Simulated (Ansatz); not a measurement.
# GaH5N2: the cost of one run

All numbers below are computed with Ansatz 0.2.0 (RKS BLYP-D4/def2-SVP).

## (1) The structure to begin with

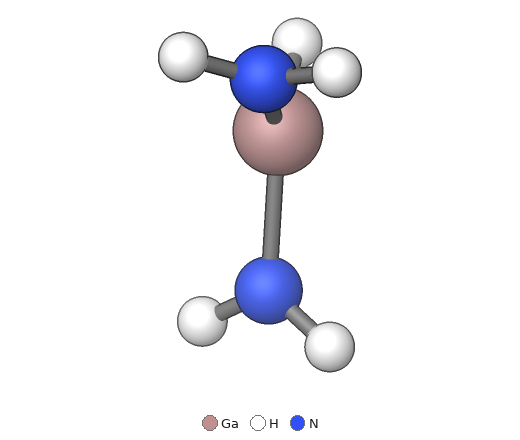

Start, viewed from a free direction; gallium pink, hydrogen white, nitrogen blue.

Coordinates:

```xyz
8

Ga    0.0000    0.0000    0.0000
H     0.0000    0.0000    1.5700
N     1.6714    0.0000   -0.9650
H     2.1380   -0.9179   -1.2168
H     2.1227    0.9179   -1.2432
N    -1.6714    0.0000   -0.9650
H    -2.3403   -0.8164   -0.8664
H    -1.9204    0.8164   -1.5936
```

## (2) Preparing the start

Input file input.yaml:

```yaml
crystal:
  periodic: [false, false, false]
  atoms:
    - { symbol: Ga, position_ang: [0.0, 0.0, 0.0] }
    - { symbol: H, position_ang: [0.0, 0.0, 1.57] }
    - { symbol: "N", position_ang: [1.6714, 0.0, -0.965] }
    - { symbol: H, position_ang: [2.138, -0.9179, -1.2168] }
    - { symbol: H, position_ang: [2.1227, 0.9179, -1.2432] }
    - { symbol: "N", position_ang: [-1.6714, 0.0, -0.965] }
    - { symbol: H, position_ang: [-2.3403, -0.8164, -0.8664] }
    - { symbol: H, position_ang: [-1.9204, 0.8164, -1.5936] }
basis:
  gaussian: { orbitals: def2-SVP }
hamiltonian:
  xc: blyp
  dispersion: d4
relax:
  f_tol: 0.02
  max_steps: 40
output:
  orbitals: {}
```

The run is started by

```console
> ansatz run input.yaml --threads 1 --pin off --max-ram 2048MiB --backend cpu --events-out ev --progress --plain --runs-dir out
```

What time and memory should one allow on 1 thread of Arm Neoverse V2, shared host?

About 30 s, with a peak of 0.12 GiB.
